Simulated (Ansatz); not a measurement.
# InCNClF (SMILES N#[C][In]([F])[Cl]) at wB97X/def2-SVP (core potential)

What is the energy change on altering one bond length of InCNClF at wB97X/def2-SVP (core potential)? 

The results are computed with Ansatz 0.2.0.

127 further runs of the same task are left out: 7 that didn't finish, 120 set aside as unsound or not needed.

### Step 1. The molecule

The species is InCNClF (5 atoms), meant as a singlet with charge 0. SMILES: `N#[C][In]([F])[Cl]`. The shape is that of a PBE0-D4/def2-TZVP optimisation.

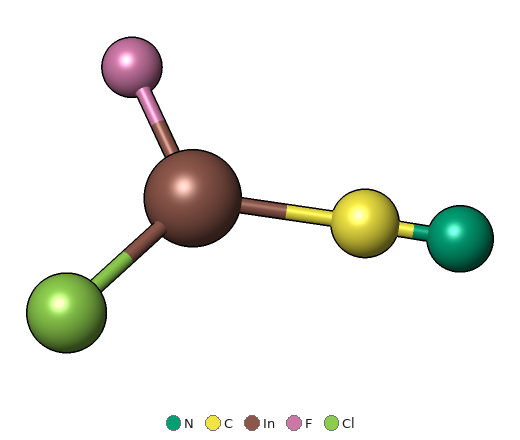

Viewed from a chosen angle; nitrogen teal, carbon yellow, indium brown, fluorine pink, chlorine green.

### Step 2. A single-point energy at wB97X/def2-SVP (core potential)

run.yaml reads:

```yaml
crystal:
  periodic: [false, false, false]
  atoms:
    - {symbol: N, position_ang: [-1.392600, 1.451400, 1.648800]}
    - {symbol: C, position_ang: [-0.781900, 0.784400, 0.934900]}
    - {symbol: In, position_ang: [0.330400, -0.389600, -0.376400]}
    - {symbol: F, position_ang: [0.434400, -2.280900, -0.039700]}
    - {symbol: Cl, position_ang: [1.459700, 0.361000, -2.209100]}
basis:
  gaussian:
    orbitals: def2-SVP
hamiltonian:
  xc: {name: wB97X}
accuracy: high
output: {orbitals: {seedname: orbitals}}
```

On the command line:

```sh
$ ansatz run run.yaml --threads 1 --pin off --max-ram 3480MiB --events-out events.jsonl --progress --plain --runs-dir runs
```

Standard output:

```text
Warning: RAYON_NUM_THREADS=1 ignored (pool sized by the plan → 1); use --threads N
Functional definition: wB97X
  name "wB97X"
  parameter omega = 0.3/bohr
  parameter cx = 0.157706
  parameter cx1 = 0.726479
  parameter cx2 = 1.04760
  parameter cx3 = -5.70635
  parameter cx4 = 13.2794
  parameter css1 = -4.33879
  parameter css2 = 18.2308
  parameter css3 = -31.7430
  parameter css4 = 17.2901
  parameter cos1 = 2.37031
  parameter cos2 = -11.3995
  parameter cos3 = 6.58405
  parameter cos4 = -3.78132
  exchange = spin_sum(e_x_unif_sr(omega)*poly(b97_u_x, 1 - cx, cx1, cx2, cx3, cx4)) + cx*exact_x_sr(omega)
      + exact_x_lr(omega)
  correlation = spin_sum(e_c_pw_same_spin*poly(b97_u_same, 1, css1, css2, css3, css4))
      + integral(e_c_pw_opposite_spin*poly(b97_u_opposite, 1, cos1, cos2, cos3, cos4))
1856 factors; integrals over basis functions are off by at most 7.9e-9 eV
362 factors; integrals over basis functions are off by at most 1.3e-9 eV
mean field evaluation 1: about -22927.3080 eV, gradient 5.1e1 eV
mean field evaluation 2: about -22923.4017 eV, gradient 7.4e1 eV
mean field evaluation 4: about -22932.9907 eV, gradient 1.9e0 eV
mean field evaluation 8: about -22933.0806 eV, gradient 3.3e-1 eV
mean field evaluation 16: about -22933.0809 eV, gradient 1.2e-4 eV
mean field -22933.08088754 eV, -842.7751780166 hartree, gradient 8.7e-8 eV, S^2 0.000000; 0 other end points of the search recorded, 0 dependent functions left out
reference -22933.08088375 eV, -842.7751778772 hartree; 30, 30 occupied and 56, 56 virtual orbitals, 1856 factors
Total energy: -22933.08088375 eV, -842.7751778772 hartree
```

Wall time 46 s (1 thread of Arm Neoverse N1, shared host); peak memory 0.53 GiB.

### Step 3. The distorted shape, same level

input.yaml reads:

```yaml
crystal:
  periodic: [false, false, false]
  atoms:
    - {symbol: "N", position_ang: [-1.575799, 1.651488, 1.862957]}
    - {symbol: C, position_ang: [-0.781900, 0.784400, 0.934900]}
    - {symbol: In, position_ang: [0.330400, -0.389600, -0.376400]}
    - {symbol: F, position_ang: [0.434400, -2.280900, -0.039700]}
    - {symbol: Cl, position_ang: [1.459700, 0.361000, -2.209100]}
basis:
  gaussian: {orbitals: def2-SVP}
hamiltonian: {xc: {name: wB97X}}
accuracy: high
output: {orbitals: {seedname: orbitals}}
```

On the command line:

```sh
$ ansatz run input.yaml --threads 1 --pin off --max-ram 3480MiB --events-out events.jsonl --progress --plain --runs-dir runs
```

Standard output:

```text
Warning: RAYON_NUM_THREADS=1 ignored (pool sized by the plan → 1); use --threads N
[... 17 set-up lines as earlier in the session ...]
      + exact_x_lr(omega)
[... 1 set-up line as earlier in the session ...]
      + integral(e_c_pw_opposite_spin*poly(b97_u_opposite, 1, cos1, cos2, cos3, cos4))
1854 factors; integrals over basis functions are off by at most 9.3e-9 eV
372 factors; integrals over basis functions are off by at most 1.6e-9 eV
mean field evaluation 1: about -22922.8919 eV, gradient 5.3e1 eV
mean field evaluation 2: about -22906.4845 eV, gradient 1.0e2 eV
mean field evaluation 4: about -22929.0261 eV, gradient 6.5e0 eV
mean field evaluation 8: about -22929.1622 eV, gradient 1.8e-1 eV
mean field evaluation 16: about -22929.1624 eV, gradient 1.2e-3 eV
mean field -22929.16235271 eV, -842.6311745175 hartree, gradient 6.5e-8 eV, S^2 0.000000; 0 other end points of the search recorded, 0 dependent functions left out
reference -22929.16234893 eV, -842.6311743789 hartree; 30, 30 occupied and 56, 56 virtual orbitals, 1854 factors
Total energy: -22929.16234893 eV, -842.6311743789 hartree
```

Wall time 49 s (1 thread of Arm Neoverse N1, shared host); peak memory 0.53 GiB.

### Step 4. Outcome

At wB97X/def2-SVP (core potential):

```
                                                         quantity          value
                                        first shape: total energy  -842.77518 Eh
                                         first shape: HOMO energy      -12.16 eV
                                         first shape: LUMO energy       -0.58 eV
                                       first shape: HOMO–LUMO gap       11.58 eV
                                    distorted shape: total energy  -842.63117 Eh
                                     distorted shape: HOMO energy      -11.34 eV
                                     distorted shape: LUMO energy       -1.34 eV
                                   distorted shape: HOMO–LUMO gap       10.01 eV
energy change with the N1–C2 bond stretched from 1.152 to 1.498 Å       3.919 eV
```

In words: With the N1–C2 bond stretched from 1.152 to 1.498 Å the energy rises by 3.92 eV (378 kJ/mol). The first shape isn't relaxed at this level, so the change isn't measured from a minimum.
